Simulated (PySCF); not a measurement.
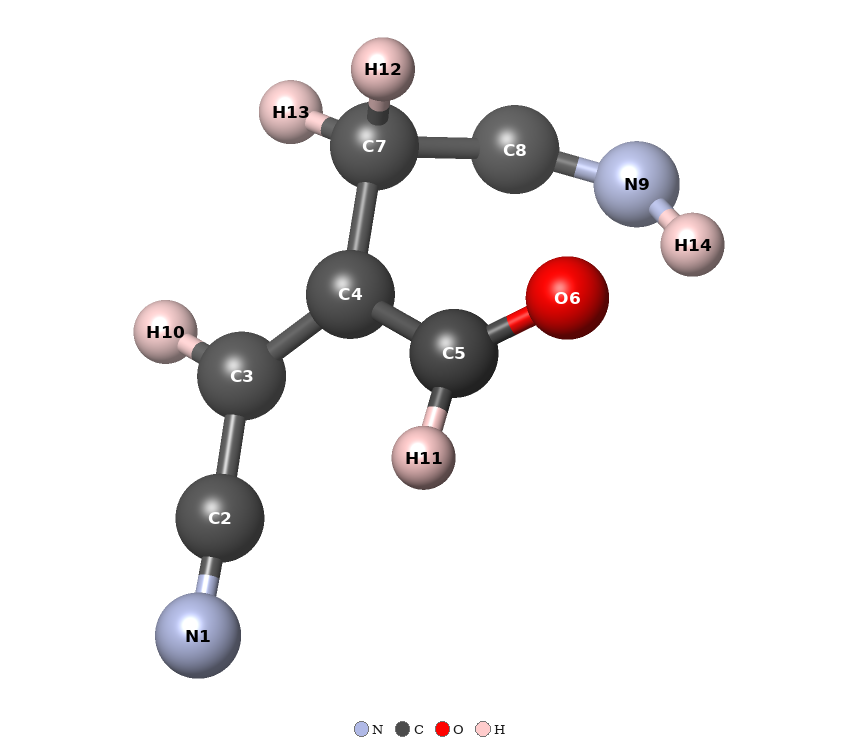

State: neutral, doublet. Computed geometry: GFN2-xTB optimisation. No frequency run is at hand to confirm it as a minimum. Level of theory: UKS B3LYP, pcH-1 on C H N O, non-relativistic (PySCF 2.14.0). Fermi-contact and spin-dipolar terms alone, no spin-orbit part.

### Which nucleus has the largest dipolar (anisotropic) hyperfine coupling?

13C at C8: principal values −39.1, −33.7, 72.7 MHz.

List the isotropic and dipolar parts for the most strongly coupled nuclei, one of each equivalent set.

```csv
atom,isotope,a_iso (MHz),dipolar part (MHz)
C8,13C,244.8,"−39.1, −33.7, 72.7"
C3,13C,23.0,"−22.5, −22.4, 44.9"
C4,13C,14.2,"−13.3, 0.9, 12.5"
N9,14N,82.7,"−7.4, −4.8, 12.2"
C5,13C,5.6,"−5.7, −5.0, 10.7"
N1,14N,2.9,"−5.8, −4.4, 10.2"
H10,1H,−17.7,"−9.5, −0.6, 10.1"
H14,1H,178.3,"−7.1, −1.6, 8.8"
```
